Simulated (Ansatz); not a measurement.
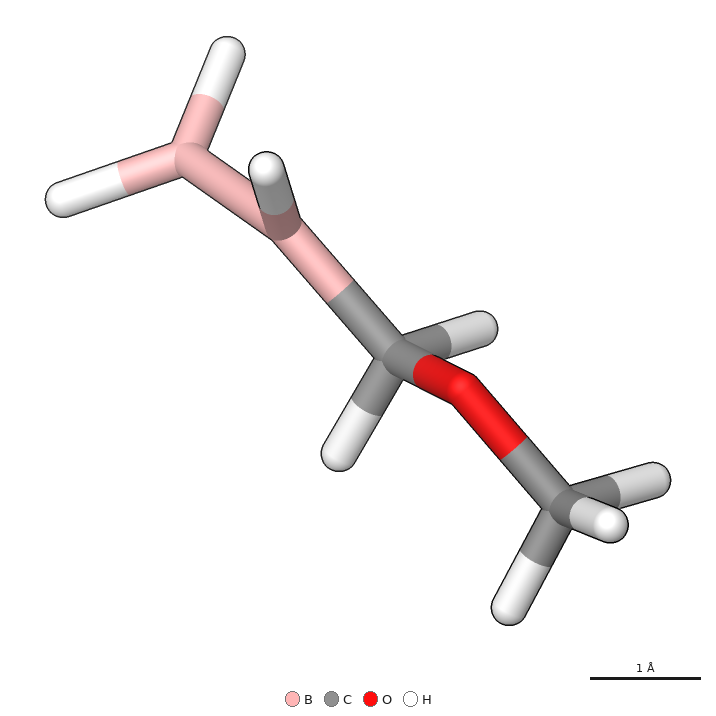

Every bond is drawn as one stick, whatever its order.

Count the atoms of each element.

C2H8B2O, 13 atoms: 2 carbon, 8 hydrogen, 2 boron and 1 oxygen.

Write the SMILES.

BBCOC

How many sets of symmetry-equivalent atoms are there?

10: 1 B, 1 B, 1 C, 1 O, 1 C, 2 H, 1 H, 2 H, 1 H, 2 H.

The parts below concern this one geometry. Atoms keep their numbers from picture to picture. The computed structure is the end point of a PBE0-D4/def2-TZVP optimisation. No frequency run is at hand to confirm it as a minimum.

**Shape**

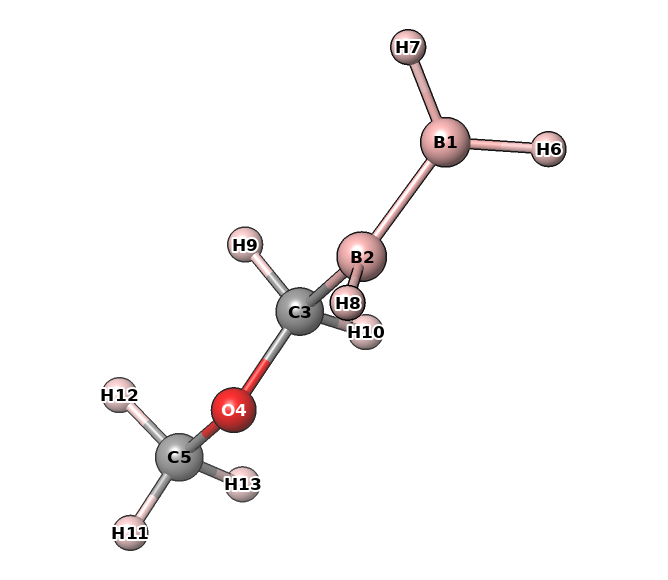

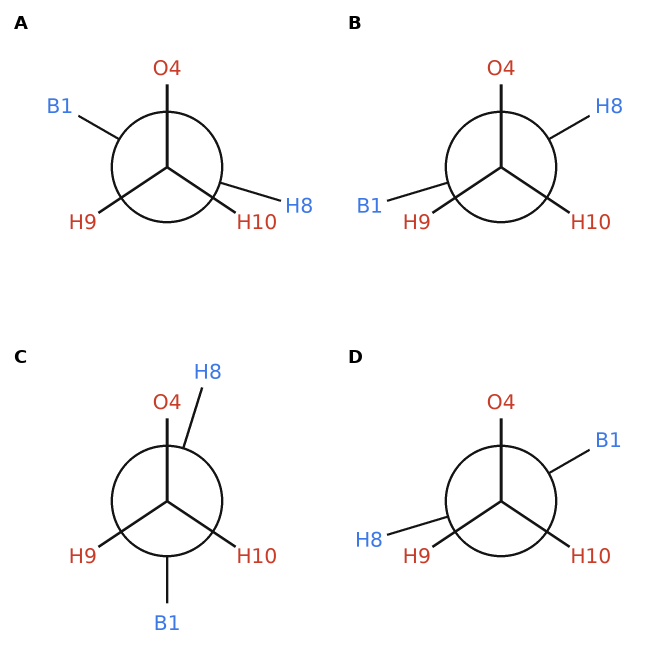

Distant atoms are faded towards the background colour. Bonds that would overlap in a projection are set slightly apart. No frequency run is at hand to confirm it as a minimum.

Which Newman projection shows the view along C3–B2, with C3 in front?

C. The torsion angle O4–C3–B2–B1 is 180°, antiperiplanar (anti).

**Charges**

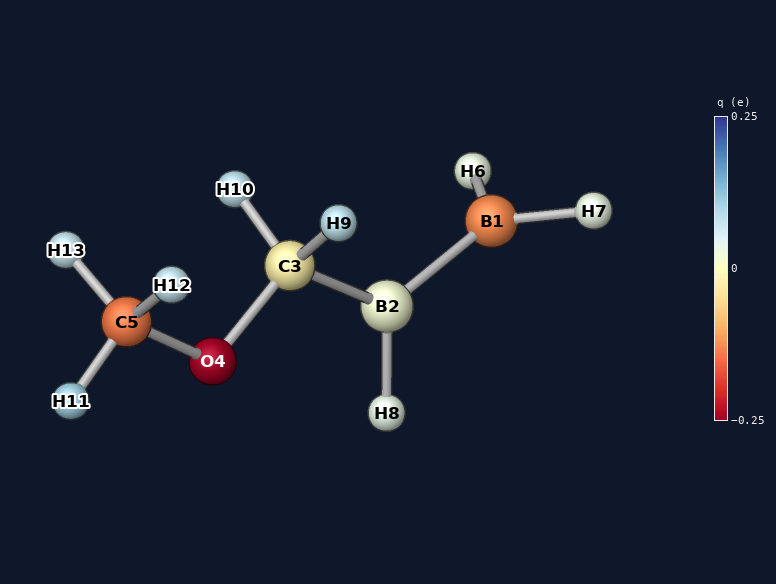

Atoms are coloured by their Mulliken charges. No frequency run is at hand to confirm it as a minimum. Properties computed with RKS PBE-D4/def2-TZVPP (Ansatz 0.2.0).

Which atom carries the highest charge (most positive or least negative)?

H11 (0.11 e).

And the lowest?

O4 (−0.24 e).

Give the Mulliken charges atom by atom.

| atom | value (e) |
| --- | --- |
| B1 | −0.13 |
| B2 | 0.02 |
| C3 | −0.02 |
| O4 | −0.24 |
| C5 | −0.14 |
| H6 | 0.03 |
| H7 | 0.03 |
| H8 | 0.04 |
| H9 | 0.08 |
| H10 | 0.08 |
| H11 | 0.11 |
| H12 | 0.07 |
| H13 | 0.07 |

**Electronic properties**

No frequency run is at hand to confirm it as a minimum. Level of theory: RKS ωB97X-V/def2-TZVPP (Ansatz 0.2.0).

Computed properties:

- HOMO energy (Kohn–Sham orbital): −9.95 eV
- LUMO energy (Kohn–Sham orbital): 0.50 eV
- HOMO–LUMO gap: 10.45 eV

**Dipole moment**

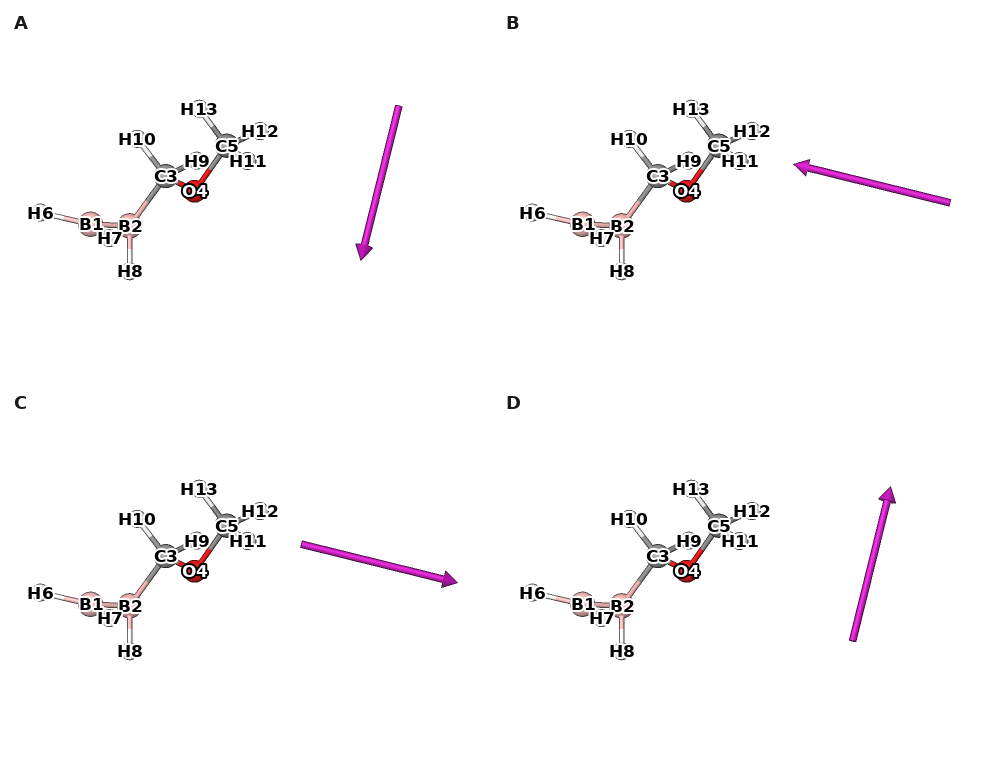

The same molecule four times, each with an arrow. No frequency run is at hand to confirm it as a minimum. Properties computed with RKS PBE0-D4/def2-TZVP (Ansatz 0.2.0).

Which arrow points along the dipole moment, from the negative to the positive end?

D. The dipole moment is 1.51 D; it points from the side of H8 to the side of H12, H13 (the outermost atoms at the two ends).

Mulliken values depend strongly on the basis set and can even reverse the polarity of a bond.
